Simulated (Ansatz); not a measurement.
# NbSiS: a short molecular-dynamics run

What does NbSiS do over 20 steps of 0.5 fs at constant energy, with velocities drawn for 2000 K? The cell is an element-swapped structure of 6 atoms, taken as it stands, without a relaxation.

All numbers below are computed with Ansatz 0.2.0 (DFT LDA, plane waves, PAW, scalar-relativistic, no spin polarisation).

## Step 1: The system as given

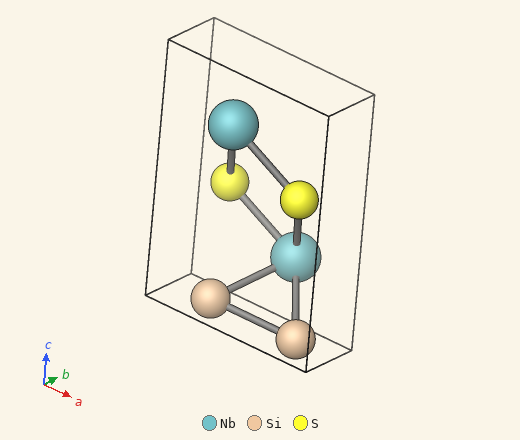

Start, viewed slightly off an axis; niobium teal, silicon light orange, sulfur yellow. Each atom of the cell is drawn once.

Structure file:

```
Nb Si S
1.0
     0.00000    0.00000    4.64370
     3.37884    0.00000    0.00000
     1.68942    5.83779   -2.32185
Nb Si S
2 2 2
Direct
  0.62320 0.87680 0.24640
  0.37680 0.12320 0.75360
  0.23500 0.50000 0.00000
  0.76500 0.50000 0.00000
  0.21200 0.78800 0.42400
  0.78800 0.21200 0.57600
```

## Step 2: The run

The input, input.yaml:

```yaml
crystal:
  lattice:
    - [0.0, 2.0e-07, 4.64369596]
    - [3.37884212, 0.0, 0.0]
    - [1.68942106, 5.83778917, -2.32184823]
  atoms:
    - { symbol: Nb, position: [0.6232, 0.8768, 0.2464] }
    - { symbol: Nb, position: [0.3768, 0.1232, 0.7536] }
    - { symbol: Si, position: [0.235, 0.5, 0.0] }
    - { symbol: Si, position: [0.765, 0.5, 0.0] }
    - { symbol: S, position: [0.212, 0.788, 0.424] }
    - { symbol: S, position: [0.788, 0.212, 0.576] }
kpoints:
  mp_grid: { grid: [1, 2, 1] }
magnetization:
  spin_polarized: false
scf:
  occupations: { method: gaussian, width: 0.1 }
  n_extra_bands: 32
hamiltonian:
  pseudopotentials: { kind: paw, source: ansatz }
  xc: lda
basis:
  ecutwfc: 420
md:
  timestep: 0.5
  n_steps: 20
  ensemble: nve
  temperature: 2000.0
  initial_velocities: maxwell_boltzmann
  seed: 721506
```

Command:

```
ansatz run input.yaml --threads 2 --pin off --max-ram 2560MiB --backend cpu --events-out ev --progress --plain --runs-dir out
```

**Question.** What will these runs give? Wanted: temperature, first and last step; temperature, second half; potential energy, second half; largest change of the total energy; mean square displacement, second half.

**Answer**, as computed:

```
                             quantity                             value
                               length                20 steps of 0.5 fs
     temperature, first and last step                   2000 and 1571 K
             temperature, second half  mean 1802 K, from 1571 to 1987 K
        potential energy, second half       +21 meV/atom from the start
   largest change of the total energy                     0.02 meV/atom
mean square displacement, second half    Si 0.010, S 0.009, Nb 0.002 Å²
```

What this shows: The temperature starts at 2000 K and averages 1802 K in the second half, where it still falls, from 1987 to 1571 K. The total energy strays from its start by at most 0.02 meV/atom, under 0.1 % of the mean kinetic energy, which is good for a step of 0.5 fs. No atom gets farther than 0.15 Å from its start, with the drift of the whole removed, against a typical distance of 2.5 Å between sites at the start. Settings off the usual here: kpoints.mp_grid.grid, hamiltonian.pseudopotentials, scf.n_extra_bands; they were drawn at random, not all are sound, and the numbers needn't be the system's own. A run of 10 fs with 6 atoms shows the motion but fixes no equilibrium value. The log warns that the cutoff is below the recommended one: the forces carry a basis error. The k-mesh is coarse for this cell.
